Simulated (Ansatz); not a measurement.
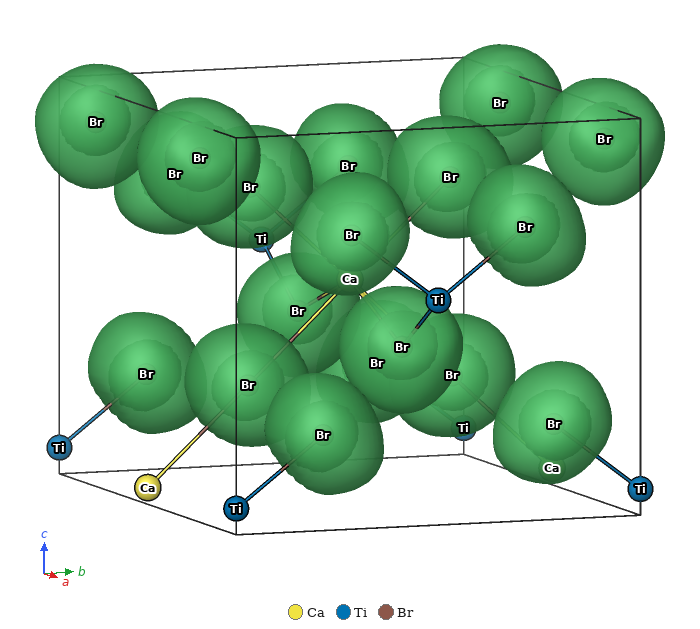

*CaTiBr6. Isosurface of the electron localisation function at 0.8 (green), seen slightly off an axis. Core shells and regions of very low density are left out. Sticks mark near contacts.*

Space group Amm2; a structure from a database of computed crystals, not necessarily the ambient phase; started from the MoWO6-8 prototype, which need not be the ambient phase; computed without spin polarisation.

These are results of DFT, r2SCAN+rVV10, plane waves, PAW in Ansatz 0.2.0, not measurements.

Core electrons are frozen (PAW), and the valence fields are smoothed inside the atomic spheres.

### Where are the electrons localised?

The ELF exceeds this value in twelve regions wrapped around Br (the valence shell of each), counted in one cell of 16 atoms. Regions shared between cells count once.

Values along the shortest contacts:
Ti–Br (2.29 Å): the ELF is about 0.55 at the midpoint. Ca–Br (2.86 Å): the ELF is about 0.35 at the midpoint (a largely ionic contact).
